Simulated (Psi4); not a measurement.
# HF/def2-SV(P) (density fitting) run of PH3F+ (SMILES F[PH3+])

Aim: the energy change on altering one bond length of PH3F+ at HF/def2-SV(P) (density fitting), from 2 runs. 

Program for the calculation: Psi4 1.11.

9 further runs of the same task are left out: 4 that didn't finish, 5 set aside as unsound or not needed.

**1. The molecule**

PH3F+ has 5 atoms, charge +1, and is taken as a singlet. As SMILES, `F[PH3+]`. The shape is that of a GFN2-xTB optimisation.

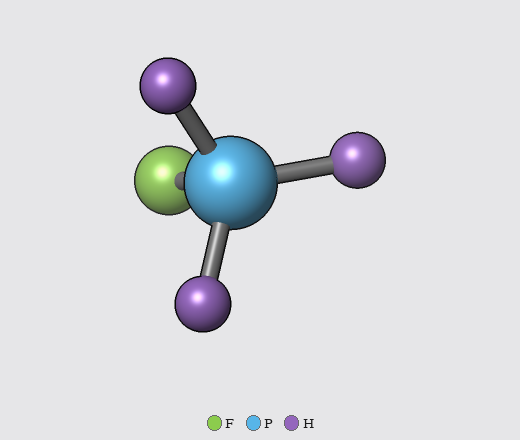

Viewed from a chosen angle; fluorine green, phosphorus blue, hydrogen purple.

**2. The response to a field at HF/def2-SV(P) (density fitting)**

Input file input.dat:

```
memory 1.6 GB

molecule m {
  1 1
  F     -1.365490     0.250400     0.341100
  P      0.122590    -0.022380    -0.030680
  H      0.038180    -0.428620    -1.349370
  H      0.486130    -1.008290     0.868130
  H      0.718590     1.208890     0.170830
  symmetry c1
}

set {
  basis    def2-SV(P)
  scf_type df
}

properties("scf", properties=['dipole_polarizabilities'])
print_variables()
```

Run with:

```
$ psi4 -n 1 input.dat output.dat
```

output.dat:

```text
[...]
  Running in c1 symmetry.
[...]
  Nuclear repulsion =   69.970916065735366
[...]
  Multiplicity = 1
[...]
  Nalpha       = 13
  Nbeta        = 13
[...]
    Number of basis functions: 38
[...]
   @DF-RHF iter   1:  -441.36877708040760    1.44503e-01   8.80322e-03 DIIS/ADIIS
[...]
   @DF-RHF iter   7:  -441.43961157744559   -1.82637e-08   4.76709e-07 DIIS
[...]
    Orbital Energies [Eh]
    ---------------------
    Doubly Occupied:
       1A    -80.320365     2A    -26.562407     3A     -7.886676
       4A     -5.788044     5A     -5.785874     6A     -5.785872
       7A     -1.860018     8A     -1.190794     9A     -0.973082
      10A     -0.973057    11A     -0.961998    12A     -0.841451
      13A     -0.841392
[...]
  @DF-RHF Final Energy:  -441.43961157744559
   => Energetics <=
    Nuclear Repulsion Energy =             69.9709160657353664
    One-Electron Energy =                -743.2790084589785238
    Two-Electron Energy =                 231.8684808157976249
    Total Energy =                       -441.4396115774455893
[...]
 Multipole Moments:
 ------------------------------------------------------------------------------------
     Multipole            Electronic (a.u.)      Nuclear  (a.u.)        Total (a.u.)
 ------------------------------------------------------------------------------------
 L = 1.  Multiply by 2.5417464519 to convert [e a0] to [Debye]
 Dipole X            :         -0.9361013            2.7146466            1.7785454
 Dipole Y            :          0.1721569           -0.4980448           -0.3258879
 Dipole Z            :          0.2337424           -0.6779743           -0.4442320
 Magnitude           :                                                    1.8619260
[...]
```

Run time: 2 s. Hardware: 1 thread of AMD EPYC 7B13 (Zen 3), shared host; peak memory 0.18 GiB.

**3. The distorted shape, same level**

Input file input.dat:

```
memory 1600 mb

molecule {
  1 1
  F
  P 1 1.557887
  H 2 1.382425 1 102.75437
  H 2 1.6593 3 115.25021 1 110.92319
  H 2 1.382696 3 115.2783 1 -110.94743
  symmetry c1
}

set basis def2-SV(P)
set scf_type df

energy_value = properties('hf', properties=['dipole_polarizabilities'])
print_variables()
```

Run with:

```
$ psi4 input.dat output.dat -n 1
```

output.dat:

```text
[...]
  Running in c1 symmetry.
[...]
  Nuclear repulsion =   68.795910136697060
[...]
  Multiplicity = 1
[...]
  Nalpha       = 13
  Nbeta        = 13
[...]
    Number of basis functions: 38
[...]
   @DF-RHF iter   1:  -441.34649114756252    3.07983e-02   8.73646e-03 DIIS/ADIIS
[...]
   @DF-RHF iter   7:  -441.41475353631358   -2.68383e-08   8.93135e-07 DIIS
[...]
    Orbital Energies [Eh]
    ---------------------
    Doubly Occupied:
       1A    -80.329061     2A    -26.561844     3A     -7.890724
       4A     -5.792407     5A     -5.790234     6A     -5.789489
       7A     -1.858657     8A     -1.173031     9A     -0.971525
      10A     -0.964443    11A     -0.950561    12A     -0.839093
      13A     -0.790234
[...]
  @DF-RHF Final Energy:  -441.41475353631358
   => Energetics <=
    Nuclear Repulsion Energy =             68.7959101366970600
    One-Electron Energy =                -741.0187210328185756
    Two-Electron Energy =                 230.8080573598078900
    Total Energy =                       -441.4147535363135830
[...]
 Multipole Moments:
 ------------------------------------------------------------------------------------
     Multipole            Electronic (a.u.)      Nuclear  (a.u.)        Total (a.u.)
 ------------------------------------------------------------------------------------
 L = 1.  Multiply by 2.5417464519 to convert [e a0] to [Debye]
 Dipole X            :          0.1170746           -0.2152719           -0.0981973
 Dipole Y            :         -0.0672070            0.1240311            0.0568242
 Dipole Z            :         -1.0287855            2.8981588            1.8693733
 Magnitude           :                                                    1.8728129
[...]
```

It took 1.9 s on 1 thread of AMD EPYC 7B13 (Zen 3), shared host; peak memory 0.18 GiB.

**4. Outcome**

At HF/def2-SV(P) (density fitting):

| quantity | value |
| --- | --- |
| first shape: total energy | -441.43961 Eh |
| first shape: HOMO energy | -22.90 eV |
| first shape: LUMO energy | -4.02 eV |
| first shape: HOMO–LUMO gap | 18.88 eV |
| first shape: mean static polarisability | 15.7 bohr³ |
| distorted shape: total energy | -441.41475 Eh |
| distorted shape: HOMO energy | -21.50 eV |
| distorted shape: LUMO energy | -4.33 eV |
| distorted shape: HOMO–LUMO gap | 17.18 eV |
| distorted shape: mean static polarisability | 18.2 bohr³ |
| energy change with the P2–H4 bond stretched from 1.383 to 1.659 Å | 0.676 eV |

What this shows: With the P2–H4 bond stretched from 1.383 to 1.659 Å the energy rises by 0.68 eV (65.3 kJ/mol). The first shape isn't relaxed at this level, so the change isn't measured from a minimum.
